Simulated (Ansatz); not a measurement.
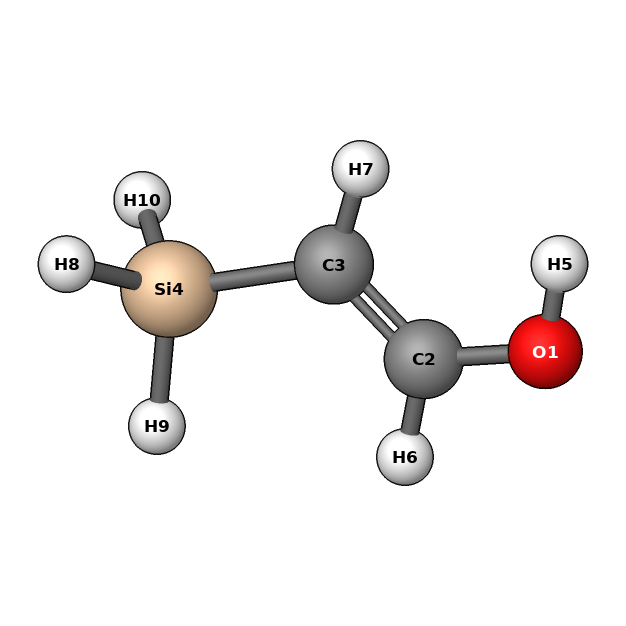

The questions are on Mulliken charges. The geometry was computed by an optimisation with PBE-D4/def2-SVP. No frequency run is at hand to confirm it as a minimum. Properties computed with RKS PBE-D4/def2-SVP (Ansatz 0.2.0).

Give the Mulliken charges atom by atom.

```json
{"atom": "O1", "value (e)": "−0.17"}
{"atom": "C2", "value (e)": "0.08"}
{"atom": "C3", "value (e)": "−0.25"}
{"atom": "Si4", "value (e)": "0.30"}
{"atom": "H5", "value (e)": "0.17"}
{"atom": "H6", "value (e)": "0.03"}
{"atom": "H7", "value (e)": "0.02"}
{"atom": "H8", "value (e)": "−0.06"}
{"atom": "H9", "value (e)": "−0.07"}
{"atom": "H10", "value (e)": "−0.06"}
```

Mulliken values depend strongly on the basis set and can even reverse the polarity of a bond.
